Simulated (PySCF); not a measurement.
AlH₁₀NSi₂, SMILES `[AlH3-][NH+]([SiH3])[SiH3]`.

Level of theory: 6-31G* basis (PySCF), at a geometry from GFN2-xTB. No frequency check shows the geometry to be a minimum.

Cartesian coordinates (Å):

```
Al1      1.8951    0.0327   -0.0768
N2      -0.1006   -0.0015    0.4235
Si3     -0.8309   -1.5477   -0.0709
Si4     -0.8841    1.5181   -0.0711
H5       2.3609   -1.2975    0.6273
H6       1.7756    0.0281   -1.6471
H7       2.3145    1.3789    0.6272
H8       0.0072    0.0008    1.4344
H9      -0.0688   -2.6088    0.5727
H10     -0.8178   -1.5654   -1.5262
H11     -2.2055   -1.5154    0.4439
H12     -0.8717    1.5360   -1.5264
H13     -0.1593    2.6051    0.5723
H14     -2.2568    1.4382    0.4437
```

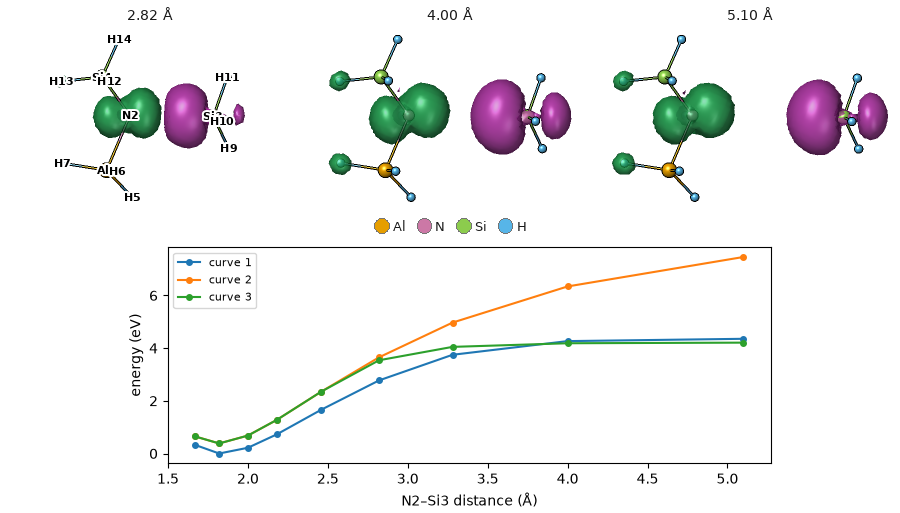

Rigid stretch of the N2–Si3 bond. Broken-symmetry UHF spin density at ±0.03 e/Å³ (green: α, purple: β). Below: energies along the scan, from the lowest point of the three curves.

Question: How does the broken-symmetry solution share the spin, and how far is it from a pure singlet?

Answer: At 5.10 Å excess α spin lies mostly on N2 and excess β on Si3; the two could be swapped at no cost. ⟨S²⟩ is 0.44 at 2.82 Å, 1.00 at 4.00 Å and 1.01 at 5.10 Å, against 0 for a pure singlet and 1 for an equal mix of singlet and triplet.

Question: Which curve is which method?

Answer: Curve 1 is CASSCF(2,2). Curve 2 is RHF. Curve 3 is UHF. RHF rises too steeply because it keeps both electrons in one orbital and so mixes in ionic fragments.

Question: Where does the UHF solution part from RHF?

Answer: Between 2.46 Å (⟨S²⟩ = 0, the two coincide) and 2.82 Å (⟨S²⟩ = 0.44); at 5.10 Å ⟨S²⟩ is 1.01 and UHF lies 3.3 eV below RHF.

Question: How much energy does the stretch cost?

Answer: By CASSCF, 4.4 eV from the lowest point of the scan (1.82 Å) to 5.10 Å; RHF gives 7.1 eV from its own lowest point. The fragments aren't relaxed and dynamic correlation is missing, so this isn't a bond dissociation energy.

Run time: 4 min on 1 thread of Intel(R) Xeon(R) Processor @ 2.70GHz, on a shared host, peak memory 0.47 GiB.
